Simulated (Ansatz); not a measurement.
The figure comes from a scan of HfO$_{2}$ (tetragonal-ZrO2 type, space group P4_2/nmc): one O atom of a 6-atom cell moves by s along Cartesian [110], with its periodic images. Computed with PBE (plane waves to 420 eV, PAW, scalar-relativistic; Ansatz, a quantum-chemistry and plane-wave program). k mesh 7×7×5 (Γ-centred), Fermi-Dirac smearing 0.05 eV. Energies are smeared free energies. Left out: 4 of 11 points, with atoms too close for the PAW data. HfO2 is run without spin polarisation. HfO2 was relaxed with its symmetry unable to fall. Spin-orbit coupling is left out, though Hf is heavy. The PAW data are Ansatz's earlier set. This is a high-temperature form of HfO2. The zero of ΔE is the undisplaced structure.

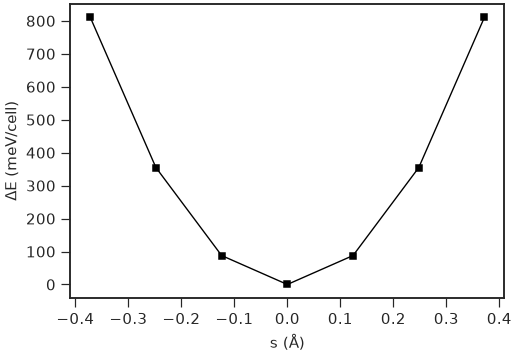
Figure: ΔE (meV/cell) against s (Å); markers are the computed points, lines only join them.

Task: List the plotted points as numbers.

Result: To the nearest 20:

```
s (Å)   ΔE (meV/cell)
------  -------------
-0.372            820
-0.248            360
-0.124             80
0.000               0
0.124              80
0.248             360
0.372             820
```

(For displaced atoms, the force is minus the slope of the energy, and its curvature is a force constant, which sets phonon frequencies.)
